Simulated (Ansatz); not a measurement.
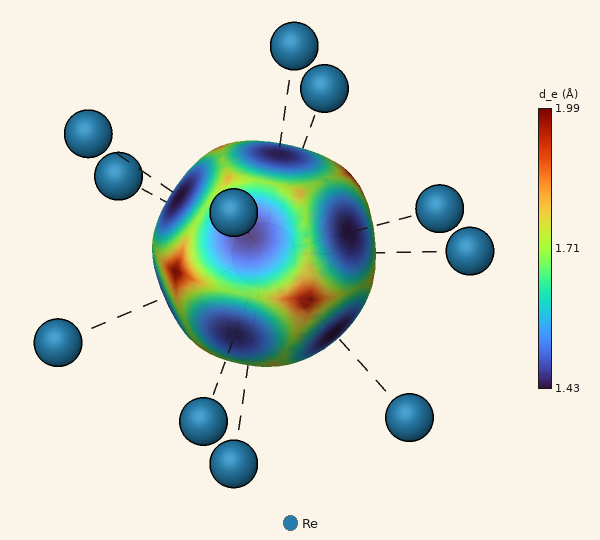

Hirshfeld surface computed for one Re atom in Re (P6_3/mmc, No. 194), coloured by d_e. Dashed lines lead to the closest neighbours outside.

The surface is where the fragment's share of the procrystal density (the sum of the densities of spherically averaged neutral Hartree-Fock atoms) equals one half. d_i and d_e are the distances from the surface to the nearest nucleus inside and outside. From Rb on the atoms have core potentials, so only their outer electrons count.

The cell is taken from the input geometry of an electronic-structure calculation (not necessarily at equilibrium); the starting structure was generated, so it need not be a known form of this composition.

```cif
data_structure
_symmetry_space_group_name_H-M 'P 1'
_symmetry_Int_Tables_number 1
_cell_length_a 2.7748
_cell_length_b 2.7748
_cell_length_c 4.4859
_cell_angle_alpha 90.000
_cell_angle_beta 90.000
_cell_angle_gamma 120.000
_cell_volume 29.91
loop_
_atom_site_label
_atom_site_type_symbol
_atom_site_fract_x
_atom_site_fract_y
_atom_site_fract_z
_atom_site_occupancy
Re1 Re 0.33333 0.66667 0.25000 1
Re2 Re 0.66667 0.33333 0.75000 1
```

Q: What is the shortest distance from the fragment to an atom outside it?

A: Re–Re, 2.76 Å.

Q: How is the surface shared among contacts (nearest atom inside ··· nearest atom outside)?

A: Re···Re 100 %. The surface faces 12 neighbours with more than 2 % of its area each: 12 Re.

Q: Give the size and shape of the surface.

A: It encloses about 11.1 Å³, has an area of about 24 Å² and a globularity of 1.00 (1 for a sphere).
